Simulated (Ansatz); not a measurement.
The calculation's input:

```
crystal:
  periodic: [false, false, false]
  atoms:
    - { symbol: B, position_ang: [-1.9238, 0.016, 0.5229] }
    - { symbol: Ga, position_ang: [-0.7269, -0.8601, -0.0267] }
    - { symbol: Ge, position_ang: [1.2642, -0.0508, -0.4324] }
    - { symbol: F, position_ang: [1.6925, 0.0407, 1.3022] }
    - { symbol: F, position_ang: [1.0073, 1.5577, -1.0551] }
    - { symbol: H, position_ang: [-1.96, 1.1047, -0.0718] }
    - { symbol: H, position_ang: [-1.4957, -0.0038, 1.6051] }
    - { symbol: H, position_ang: [-0.2925, -1.1966, -0.7599] }
    - { symbol: H, position_ang: [2.5232, -0.6541, -1.1015] }
basis:
  gaussian: { orbitals: def2-SVP }
hamiltonian:
  xc: lda
relax:
  f_tol: 0.015
  max_steps: 40
output:
  orbitals: {}
```

Run with:

```sh
ansatz run input.yaml --threads 2 --pin off --max-ram 3072MiB --backend cpu --events-out ev --progress --plain --runs-dir out
```

The fields are those of the relaxed geometry.

Method: Ansatz, RKS LDA/def2-SVP.

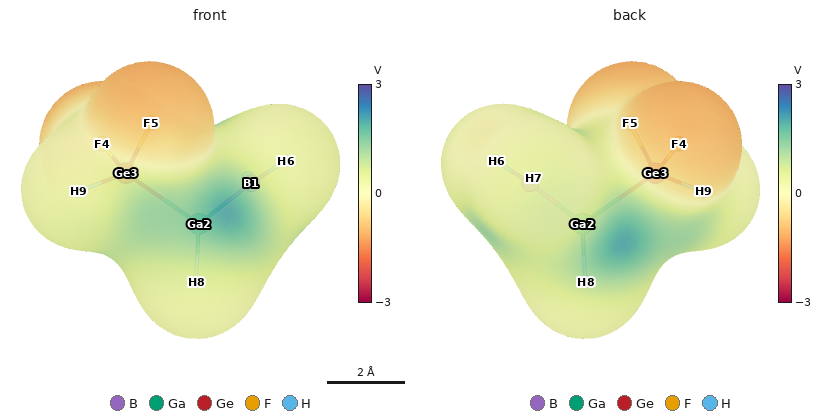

BF₂GaGeH₄ (SMILES [BH2][GaH][GeH]([F])[F]). The molecular electrostatic potential painted on the density surface at 0.001 e/bohr³, seen from the front and from behind; red is negative and blue positive.

**Describe the electrostatic potential map.**

The most negative region (about −1.1 V) lies over F4 and F5, the most positive (about +2.0 V) over Ga2.
